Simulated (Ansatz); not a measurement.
## Electronic structure of CH7AlFNOSi in real space

Input

```
crystal:
  periodic: [false, false, false]
  atoms:
    - { symbol: "N", position_ang: [-0.8816, -2.1525, 1.7506] }
    - { symbol: Al, position_ang: [0.1739, -0.5683, 1.5312] }
    - { symbol: Si, position_ang: [0.7454, 0.1628, -0.6458] }
    - { symbol: O, position_ang: [0.1727, -0.8813, -1.8087] }
    - { symbol: C, position_ang: [0.1545, 1.892, -0.9256] }
    - { symbol: F, position_ang: [-1.2248, 1.935, -0.7991] }
    - { symbol: H, position_ang: [-1.629, -1.84558, 2.46099] }
    - { symbol: H, position_ang: [-0.28809, -2.82256, 2.20224] }
    - { symbol: H, position_ang: [0.6888, 0.2529, 2.8586] }
    - { symbol: H, position_ang: [2.2453, 0.1491, -0.7325] }
    - { symbol: H, position_ang: [-0.8852, -0.8765, -1.6036] }
    - { symbol: H, position_ang: [0.4662, 2.2483, -1.9047] }
    - { symbol: H, position_ang: [0.5452, 2.6021, -0.1633] }
basis:
  gaussian: { orbitals: def2-SVP }
hamiltonian:
  xc: hf
relax:
  f_tol: 0.015
  max_steps: 40
output:
  orbitals: {}
```

Command:

```sh
ansatz run input.yaml --threads 2 --pin off --max-ram 3072MiB --backend cpu --events-out ev --progress --plain --runs-dir out
```

The fields are those of the relaxed geometry.

These are results of RHF/def2-SVP in Ansatz, not measurements.

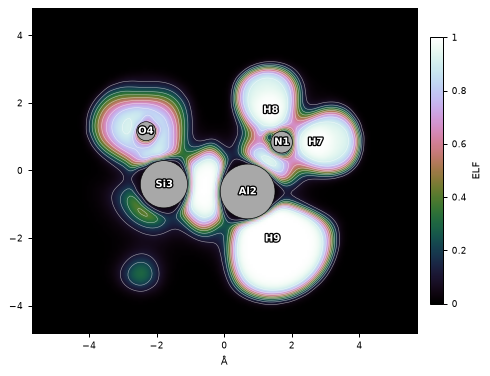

Figure 1. Electron localisation function on the plane of atoms Si3, Al2 and H9. Grey discs cover the atomic cores.

> Interpret the plot.

Atoms in the plane: N, Al, Si, O and H. Si–O (1.67 Å): the ELF peaks at about 0.90 between the atoms, as expected for a shared but strongly polarised pair. Al–N (1.77 Å): the ELF peaks at about 0.95 in the valence shell of N, 0.7 Å from its nucleus, and is about 0.60 at the midpoint. Al–Si (2.49 Å): the ELF peaks at about 1 between the atoms; a covalent bond. N–H (1.00 Å): the ELF climbs to about 1 towards the hydrogen, as it does in any bond to H (a covalent bond by its length). The ELF also peaks beside O4, away from the bonds: lone-pair regions.

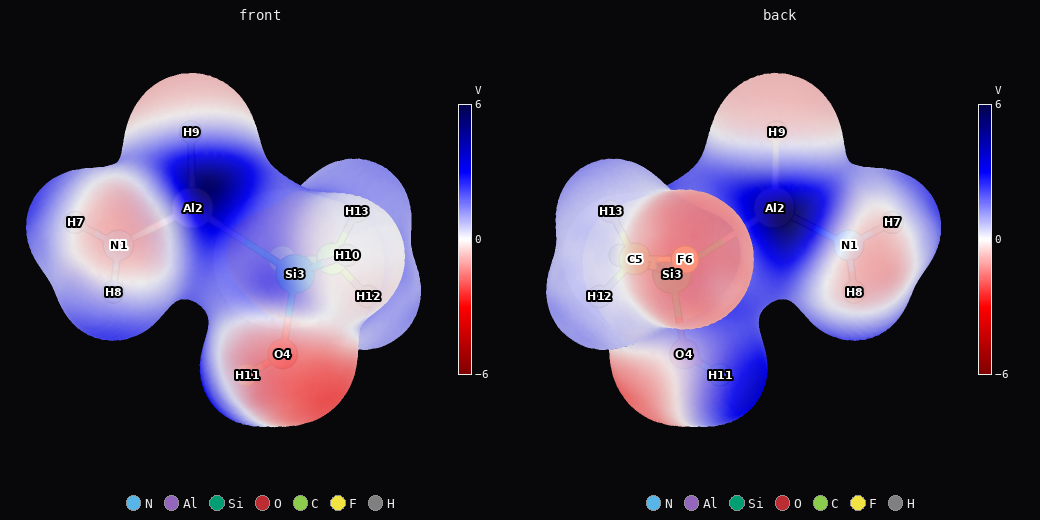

Figure 2. The electrostatic potential painted on the density surface at 0.004 e/bohr³, seen from the front and from behind; red is negative and blue positive.

> Which sites attract a positive test charge, and which a negative one?

A positive charge is drawn to the negative regions and a negative charge to the positive ones. The most negative region (about −2.0 V, or −46 kcal/mol for a unit charge) lies over O4, the most positive (about +5.3 V, or +122 kcal/mol for a unit charge) over Al2. O4 is the likeliest acceptor of a hydrogen bond.

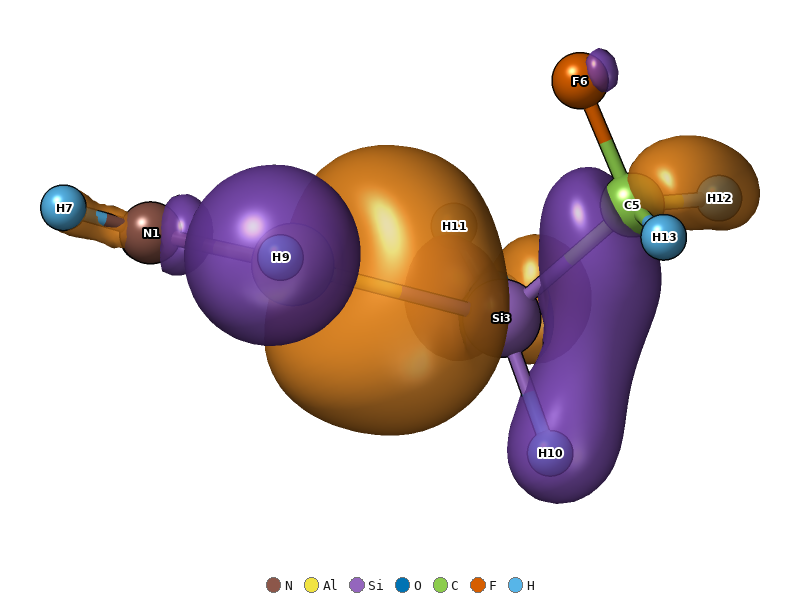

Figure 3. The HOMO at ±0.1 Å⁻³ᐟ² (orange and purple are the two phases), seen from one side.

> Describe this orbital and give its energy.

By Hirshfeld shares it lies mainly on Si3 (about 35 %), Al2 (about 30 %), H9 (about 10 %), O4 (about 10 %) and C5 (about 10 %). Its energy is −9.79 eV.
